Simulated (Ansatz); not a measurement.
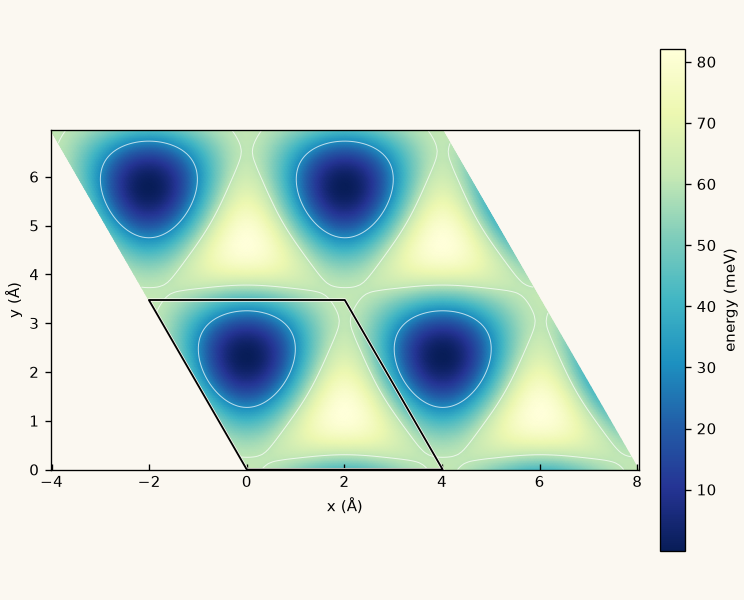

N₂ on a GaAs(111) slab cut from the F-43m phase, its upper half relaxed before the scan (16 atoms of substrate and one adsorbate in a 2 × 2 cell). 
- N2 is moved over the surface cell at a fixed height above a rigid substrate; the origin of the map has the adsorbate above Ga13; the height is held at 2.90 Å.
- Places are given modulo a cell vector. The map is drawn in real space over the plane of the surface.
- The grid has 6 × 6 points; 10 points were computed and 26 follow by symmetry.
- Places are given in fractions of the 1 × 1 surface cell.
- Energies are in meV, from the lowest grid point.
- At a fixed height the lowest place need not be the adsorption site.
- Theory: DFT PBE+D3(BJ), scalar-relativistic, plane waves, PAW in Ansatz. Settings: cutoff 420 eV, k-mesh 6×6×1, gaussian smearing 0.05 eV, no spin polarisation.

In the figure: a smooth colour map with a few white contour lines, the outline of one cell of the 2 × 2 shown. Between grid points the surface is interpolated.

The lowest grid point is at a threefold hollow, (2/6, 4/6) of the cell vectors. The highest grid point, a threefold hollow over a second-layer As atom, (4/6, 2/6) of the cell vectors, lies 82 meV above the lowest. On the interpolated surface the easiest way out of the lowest well to its copy in the next cell or period passes a barrier of about 60 meV.

The scan is repeated with another setting: the height is held at 3.40 Å; all else is set up alike.

Q: How does the landscape change?

A: The lowest place stays at a threefold hollow, (2/6, 4/6) of the cell vectors. The span from the lowest to the highest grid point shrinks from 82 to 24 meV. The easiest pass out of the lowest well goes from about 60 to about 17 meV on the interpolated surfaces.

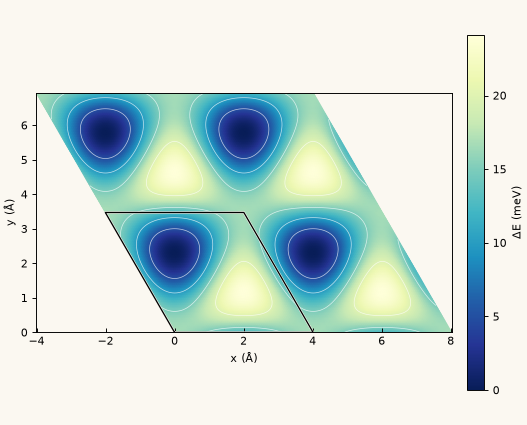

The map after the change, on a colour scale of its own. In the figure: a smooth colour map with a few white contour lines, the outline of one cell of the 2 × 2 shown. Between grid points the surface is interpolated.
